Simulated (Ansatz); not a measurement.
## Fields on a plane of HfO2 (baddeleyite type, space group P2_1/c)

```xyz
12
Lattice="5.1617 0.0000 0.0000 0.0000 5.2125 0.0000 -0.8978 0.0000 5.2770" Properties=species:S:1:pos:R:3 pbc="T T T"
Hf     1.2362     0.2237     1.0996
Hf     3.4766     2.8299     1.5389
Hf     3.0277     4.9889     4.1774
Hf     0.7872     2.3826     3.7381
O      0.0338     1.7131     1.8388
O      4.6790     4.3194     0.7997
O      4.2301     3.4994     3.4382
O     -0.4151     0.8931     4.4773
O      1.8905     3.9470     2.5153
O      2.8223     1.3408     0.1232
O      2.3733     1.2655     2.7617
O      1.4416     3.8718     5.1538
```

The slice is a (1 0 -1) plane (indices of the conventional cell) through the point (0.276, 0.457, 0.708) (fractional), spanned by u = [010] and v = [101] in vectors of this cell: u (5.21 Å) and v (6.78 Å, at 90° to u). It covers one period; positions are fractions (u, v).

Atoms on it: Hf at (0.00, 0.00); O at (0.80, 0.30), 0.2 Å off the plane. Other atoms lie within 1 Å of the plane.

Calculation: PBE (plane waves to 420 eV, PAW, scalar-relativistic; Ansatz, a quantum-chemistry and plane-wave program). k mesh 5×5×5. These are valence fields of a PAW run, semicore shells included where kept as valence: close to a nucleus they are smooth pseudo fields. HfO2 is run without spin polarisation. HfO2 was relaxed with its symmetry unable to fall. Spin-orbit coupling is left out, though Hf is heavy. The PAW data are Ansatz's earlier set.

```
|@@%%**==::....        ....::::==**%%|
|##**++--::....          ....::--++**|
|++==----::::..          ....::--====|
|----::::::::..          ..::::------|
|--::::::::::....        ..::--======|
|--::::::::::....        ..--==++++==|
|==--::::::::......    ..::--==++++++|
|==----::::::::::::..  ....--====++==|
|======----------::::..  ..::--======|
|++****++==--==----::..    ..::----==|
|**####**========--::..    ....::--==|
|**####**====------::....  ....::--==|
|++****++==------::::......::::::--==|
|========--::::::::....::::--====----|
|--------------::::....::--++++++++==|
|--::::--======--::::::--==**##**++==|
|--::--==++++++==--::::--++**####**==|
|--::--==++****++--::::--==******++==|
|::::--==******++==::::::--==++++==--|
|------==++++++==--::..::::--====----|
|++============--::........::::--====|
|##**++==------::....  ......::--++**|
|@@%%**==--::....      ......::==**%%|
|@@@@##==::....        ....::--==##@@|
```
Scale: ten equal steps from -1.65 (start of ' ') to 1.77 (end of '@'), in the order ' .:-=+*#%@'. Values: log₁₀ of the valence density in e/Å³. The map has 18 points along u (two characters each, u = 0 at the left) and 24 along v (v = 0 in the bottom row). The scale is logarithmic, as a density can span decades between atoms and voids.

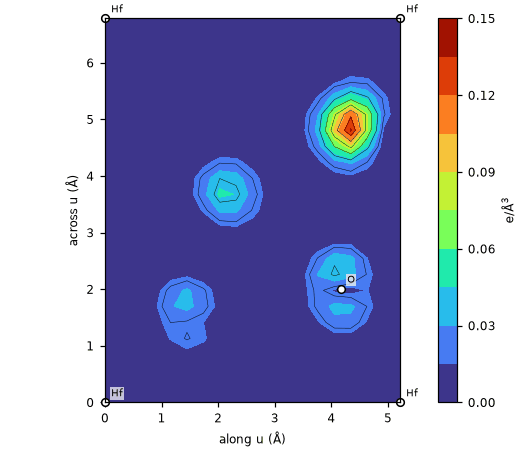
Fig. 1. Density of the highest valence band (whole band, smooth part) in e/Å³, one period of the plane, atoms marked. 

- Element round which the density of the highest valence band (whole band, smooth part) is largest on this plane: O
- Element round which the density of the lowest conduction band (whole band as if filled, smooth part) is largest on this plane: Hf
